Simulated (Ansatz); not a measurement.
**FH$_{3}$Si···H$_{2}$: density, localisation and related maps**

The calculation's input:

```
crystal:
  periodic: [false, false, false]
  atoms:
    - { symbol: Si, position_ang: [0.226509, 0.0, -0.040799] }
    - { symbol: F, position_ang: [0.259961, 0.0, 1.568683] }
    - { symbol: H, position_ang: [1.636141, 0.0, -0.504691] }
    - { symbol: H, position_ang: [-0.466046, 1.217897, -0.508076] }
    - { symbol: H, position_ang: [-0.466046, -1.217897, -0.508076] }
    - { symbol: H, position_ang: [-2.252945, 0.0, 0.952262] }
    - { symbol: H, position_ang: [-1.871873, 0.0, 1.552197] }
basis:
  gaussian: { orbitals: def2-SVPD }
hamiltonian:
  xc: hf
relax:
  f_tol: 0.03
  max_steps: 50
output:
  orbitals: {}
```

Run with:

```sh
ansatz run input.yaml --threads 1 --pin off --max-ram 2048MiB --backend cpu --events-out ev --progress --plain --runs-dir out
```

The fields are those of the run's last geometry, not of the input's.

These are results of RHF/def2-SVPD in Ansatz, not measurements.

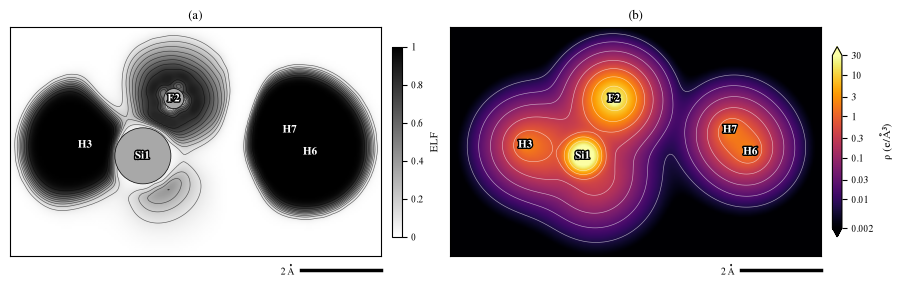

Figure 1. (a) ELF; (b) electron density on the plane of atoms F2, Si1 and H3. Grey discs cover the atomic cores in the ELF map.

> What does the map show?

The plane passes through Si, F and H nuclei.
Si1···H7 (3.72 Å): the density falls to about 0.01 e/Å³ on the way; the ELF dips to about 0 between them (a non-bonded, intermolecular contact).
Si–F (1.62 Å): the density is about 0.98 e/Å³ at the midpoint; the ELF peaks at about 0.85 in the valence shell of F, 0.7 Å from its nucleus, and is about 0.35 at the midpoint.
H–H (0.75 Å): ρ at the midpoint is about 1.7 e/Å³; the ELF is about 1 at the midpoint.
Si–H (1.48 Å): ρ at the midpoint is about 0.79 e/Å³; the ELF climbs to about 1 towards the hydrogen, as it does in any bond to H.
The ELF also peaks beside F2, away from the bonds: lone-pair regions.

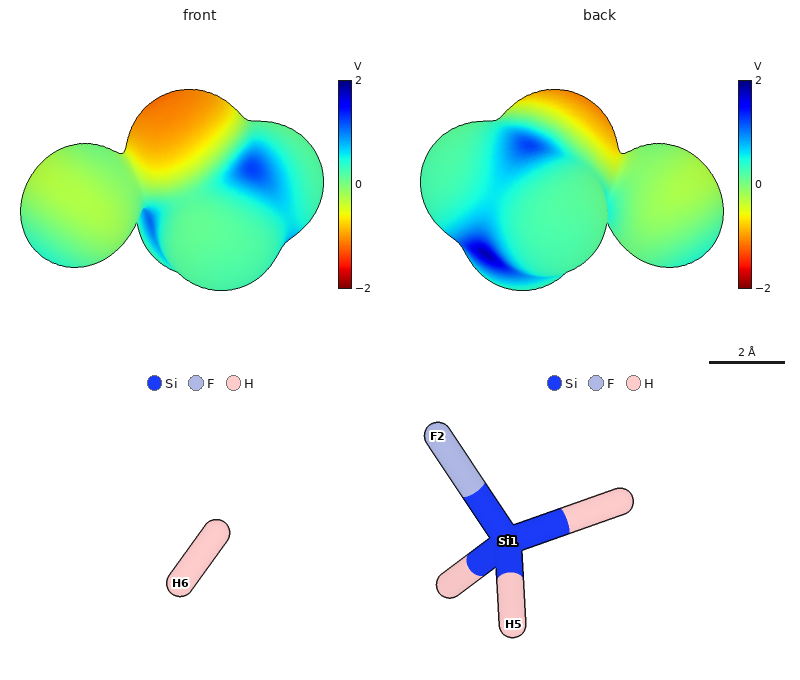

Figure 2. The electrostatic potential painted on the density surface at 0.001 e/bohr³, seen from the front and from behind; red is negative and blue positive. The bare structure is drawn below in the same view.

> Describe the electrostatic potential map.

The most negative region (about −1.1 V, or −25 kcal/mol for a unit charge) lies over F2, the most positive (about +1.6 V, or +37 kcal/mol for a unit charge) over Si1.
